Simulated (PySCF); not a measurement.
NbS(OH)3 (H$_{3}$NbO$_{3}$S).

Method: B3LYP/def2-TZVP; geometry: GFN2-xTB; program: PySCF. Core potentials replace the inner electrons of Nb; spin–orbit coupling isn't included. This is a single-reference result, which may miss multireference character in this system. No frequency check shows the geometry to be a minimum. A basis without diffuse functions makes polarisabilities too small. GFN2-xTB bond lengths at metals and heavier atoms can be off by up to 0.1 Å and shapes distorted, which carries into these values.

Coordinates in Å:

```
Nb1     -0.3208   -0.0023    0.0047
S2       1.9161    0.0045    0.0010
O3      -0.6483    0.1917   -1.7592
H4      -0.6353    0.2950   -2.7149
O5      -0.6489    1.4411    1.0322
H6      -0.6992    2.2233    1.5889
O7      -0.6387   -1.6305    0.7057
H8      -0.6835   -2.5125    1.0856
```

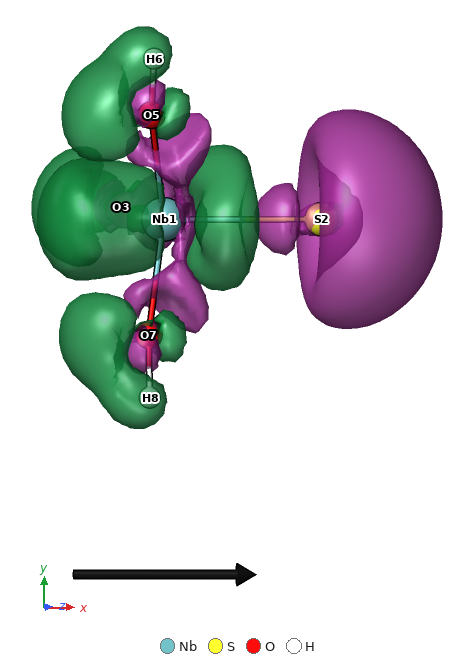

Change of the electron density in a uniform field of 0.51 V/Å along +x (arrow), surfaces at ±0.004 e/Å³ (green: gain, purple: loss).

What dipole is induced, and what polarisability does it imply?

Answer. The induced dipole is 2.23 D (along the field); α along this axis, from the fields in both directions, is 87 bohr³ (13.0 Å³).

Which atoms gain and lose the most charge?

Answer. Electrons gather most on Nb1 (Hirshfeld charge changes by −0.052 e) and leave S2 most (+0.110 e); 0.151 electrons are displaced in all.

Run time: 2 min on 1 thread of Intel(R) Xeon(R) Platinum 8488C (Sapphire Rapids), with other jobs on the host, peak memory 0.9 GiB.
